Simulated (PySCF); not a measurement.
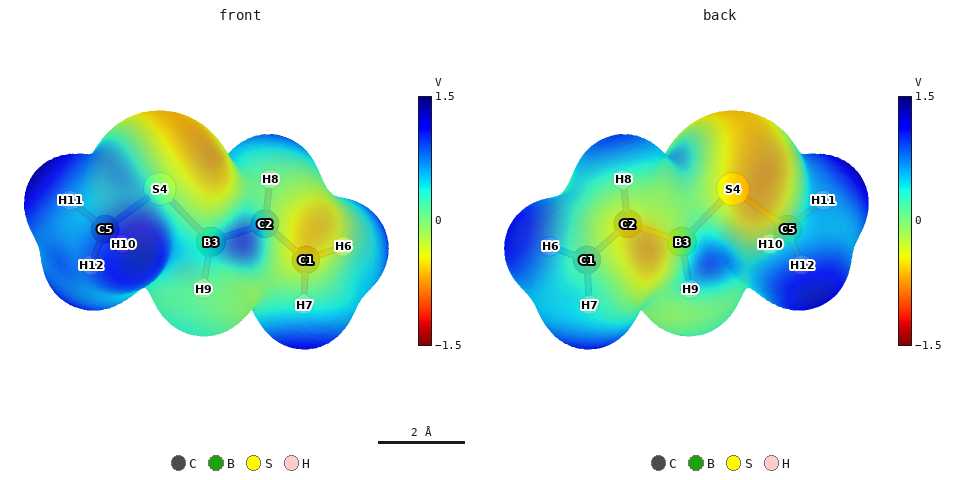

*C$_{3}$H$_{7}$BS (SMILES C=CBSC). The electrostatic potential painted on the density surface at 0.004 e/bohr³, seen from the front and from behind; red is negative and blue positive.*

Geometry: GFN2-xTB.

These are results of PBE0/def2-SVPD, SCF density, gas phase (PySCF), not measurements.

```json
{"atom": "C", "x (Å)": "2.6645", "y (Å)": "0.0806", "z (Å)": "-0.5624"}
{"atom": "C", "x (Å)": "1.4141", "y (Å)": "-0.2126", "z (Å)": "-0.9188"}
{"atom": "B", "x (Å)": "0.1809", "y (Å)": "0.0232", "z (Å)": "-0.0187"}
{"atom": "S", "x (Å)": "-1.4090", "y (Å)": "-0.4501", "z (Å)": "-0.6259"}
{"atom": "C", "x (Å)": "-2.5288", "y (Å)": "0.0093", "z (Å)": "0.7447"}
{"atom": "H", "x (Å)": "3.5131", "y (Å)": "-0.0954", "z (Å)": "-1.2058"}
{"atom": "H", "x (Å)": "2.8857", "y (Å)": "0.5117", "z (Å)": "0.4014"}
{"atom": "H", "x (Å)": "1.2659", "y (Å)": "-0.6463", "z (Å)": "-1.9030"}
{"atom": "H", "x (Å)": "0.2619", "y (Å)": "0.4977", "z (Å)": "1.0486"}
{"atom": "H", "x (Å)": "-2.5429", "y (Å)": "1.0896", "z (Å)": "0.8469"}
{"atom": "H", "x (Å)": "-3.5186", "y (Å)": "-0.3539", "z (Å)": "0.4891"}
{"atom": "H", "x (Å)": "-2.1855", "y (Å)": "-0.4544", "z (Å)": "1.6634"}
```

> Describe the electrostatic potential map.

The most negative region (about −0.7 V) lies over S4, the most positive (about +1.3 V) over H10, H11 and H12.
